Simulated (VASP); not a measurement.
Band structure of PbO (litharge). Level of theory: RPBE GGA, VASP's PBE PAW potentials (set 64) (plane waves; VASP 6.6.1).

Without a dispersion term in the relaxation, distances and binding between the weakly bound layers, chains or molecules are unreliable, and so is what depends on them. Unless said otherwise, spin-orbit coupling is left out, though it shifts the bands of the heavy elements here.

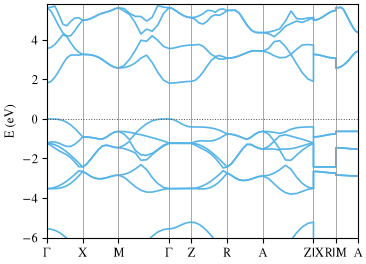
Bands along high-symmetry lines, zero at the valence-band maximum or, without a gap, the Fermi level

Read the plot: is there a gap, and where are the band edges?

The gap is direct, 1.81 eV, from the valence maximum at Γ to the conduction minimum at Γ. (Edges off the drawn lines would not show.)

The compound is PbO in the litharge structure. It was relaxed first, which changed the volume by +41 %.
